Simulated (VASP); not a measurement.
Band structure of Nb$_{3}$Si (space group I-4). Calculation: PBEsol GGA, VASP's PBE PAW potentials (set 64) (plane waves; VASP 6.6.1).

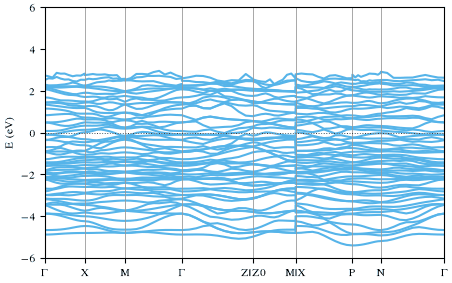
*Bands along high-symmetry lines, zero at the valence-band maximum or, without a gap, the Fermi level*

### Question
Read the plot: is there a gap, and where are the band edges?

### Answer
It has no gap at this level: it comes out as a metal or semimetal. (Edges off the drawn lines would not show.)

The structure comes from a computed database's Nb3Si entry (I-4); how it stands against other phases isn't given here. It was relaxed first.
